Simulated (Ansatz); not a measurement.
**HBr (SMILES Br) at r2SCAN/cc-pVTZ**

What is the vertical ionisation energy of HBr at r2SCAN/cc-pVTZ? 

The results are computed with Ansatz 0.2.0.

30 further runs of the same task are left out: 30 set aside as unsound or not needed.

**1. The molecule**

The species is HBr (2 atoms), meant as a singlet with charge 0. As SMILES, `Br`. The shape is that of a PBE0-D4/def2-TZVP optimisation.

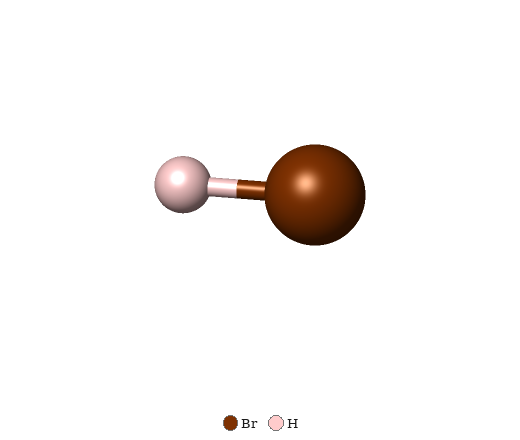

The structure, seen from a chosen angle (bromine brown, hydrogen pink).

**2. The energy at r2SCAN/cc-pVTZ**

The input, job.yaml:

```yaml
crystal:
  periodic: [false, false, false]
  atoms:
    - {symbol: Br, position_ang: [-0.603220, 0.217960, -0.305050]}
    - {symbol: H, position_ang: [0.603220, -0.217960, 0.305050]}
basis:
  gaussian: {orbitals: cc-pVTZ}
magnetization: {spin_polarized: false, initial_magnetization: 0}
hamiltonian: {xc: {name: r2SCAN}}
accuracy: high
output: {orbitals: {seedname: orbitals}}
```

Run with:

```console
ansatz run job.yaml --threads 1 --pin off --max-ram 3480MiB --events-out events.jsonl --progress --plain --runs-dir runs
```

The log of the run:

```text
Warning: RAYON_NUM_THREADS=1 ignored (pool sized by the plan → 1); use --threads N
Functional definition: r2SCAN
  name "r2SCAN"
  parameter k0 = 0.174
  parameter k1 = 0.065
  parameter a1 = 4.9479
  exchange = r2scan_x(k0 = k0, k1 = k1, a1 = a1)
  correlation = r2scan_c
735 factors; integrals over basis functions are off by at most 4.3e-9 eV
mean field evaluation 1: about -70063.4060 eV, gradient 7.2e0 eV
mean field evaluation 2: about -70063.4812 eV, gradient 4.5e0 eV
mean field evaluation 4: about -70063.5347 eV, gradient 5.7e-2 eV
mean field evaluation 8: about -70063.5297 eV, gradient 4.8e-4 eV
mean field evaluation 16: about -70063.5297 eV, gradient 7.5e-8 eV
mean field -70063.52968244 eV, -2574.7872250636 hartree, gradient 5.5e-8 eV, S^2 0.000000; 0 other end points of the search recorded, 0 dependent functions left out
reference -70063.52968287 eV, -2574.7872250794 hartree; 18, 18 occupied and 39, 39 virtual orbitals, 735 factors
Total energy: -70063.52968287 eV, -2574.7872250794 hartree
```

It took 2.7 s on 1 thread of Arm Neoverse V2, shared host; peak memory 0.12 GiB.

**3. The doublet cation at the same level**

The input, in.yaml:

```yaml
crystal:
  periodic: [false, false, false]
  atoms:
    - symbol: Br
      position_ang: [-0.603220, 0.217960, -0.305050]
    - symbol: H
      position_ang: [0.603220, -0.217960, 0.305050]
basis:
  gaussian:
    orbitals: cc-pVTZ
total_charge: 1
magnetization:
  spin_polarized: true
  initial_magnetization: 1
hamiltonian:
  xc: {name: r2SCAN}
accuracy: high
output: {orbitals: {seedname: orbitals}}
```

Run with:

```console
ansatz run in.yaml --threads 1 --pin off --max-ram 3480MiB --events-out events.jsonl --progress --plain --runs-dir runs
```

The log of the run (excerpt; [...] marks lines left out):

```text
Warning: RAYON_NUM_THREADS=1 ignored (pool sized by the plan → 1); use --threads N
[... 7 set-up lines as earlier in the session ...]
735 factors; integrals over basis functions are off by at most 4.3e-9 eV
mean field evaluation 1: about -70051.1593 eV, gradient 1.2e1 eV
mean field evaluation 2: about -70051.5260 eV, gradient 1.0e1 eV
mean field evaluation 4: about -70051.7677 eV, gradient 3.6e-1 eV
mean field evaluation 8: about -70051.7637 eV, gradient 1.4e-2 eV
mean field evaluation 16: about -70051.7637 eV, gradient 1.5e-6 eV
mean field evaluation 32: about -70051.4531 eV, gradient 7.0e0 eV
mean field -70051.76371067 eV, -2574.3548335764 hartree, gradient 9.4e-9 eV, S^2 0.754788; 1 other end points of the search recorded, 0 dependent functions left out
reference -70051.76371231 eV, -2574.3548336366 hartree; 18, 17 occupied and 39, 40 virtual orbitals, 735 factors
Total energy: -70051.76371231 eV, -2574.3548336366 hartree
```

Wall time 7.8 s (1 thread of Arm Neoverse V2, shared host); peak memory 0.17 GiB.

**4. Results**

Level: r2SCAN/cc-pVTZ.

```
                                          quantity           value
                         singlet HBr: total energy  -2574.78723 Eh
                          singlet HBr: HOMO energy        -7.77 eV
                          singlet HBr: LUMO energy        -0.72 eV
                        singlet HBr: HOMO–LUMO gap         7.05 eV
                      doublet cation: total energy  -2574.35483 Eh
doublet cation: HOMO energy (highest over α and β)       -16.57 eV
 doublet cation: LUMO energy (lowest over α and β)       -15.57 eV
                              doublet cation: ⟨S²⟩           0.755
vertical ionisation energy (to the doublet cation)       11.766 eV
```

What this shows: Removing an electron at fixed nuclei costs 11.77 eV (1135 kJ/mol). The negative HOMO energy of the first species, 7.77 eV, lies 4.00 eV below that difference.
